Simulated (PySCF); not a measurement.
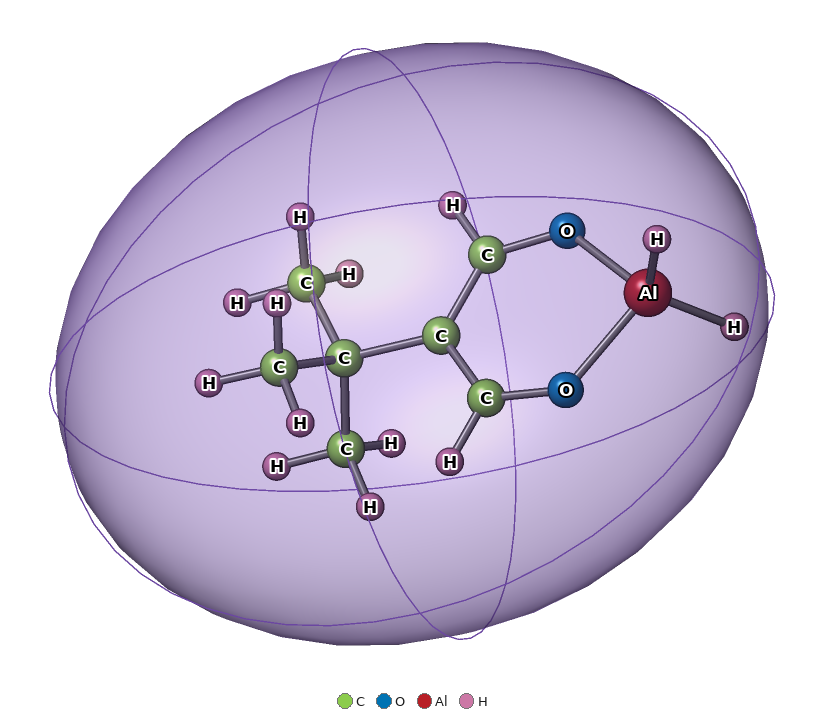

The ellipsoid shows the static dipole polarisability: its half-axes are proportional to the principal values. The geometry was computed by an optimisation with PBE0-D3(BJ)/def2-SVP. No frequency run is at hand to confirm it as a minimum. Computed with CAM-B3LYP/def2-SVPD (PySCF 2.14.0).

Give the principal values, the mean and the anisotropy.

Principal values 96.2, 114.0, 137.5 bohr³; mean 115.9 bohr³ (17.17 Å³); anisotropy 35.9 bohr³, so the longest axis is 1.43 times the shortest.
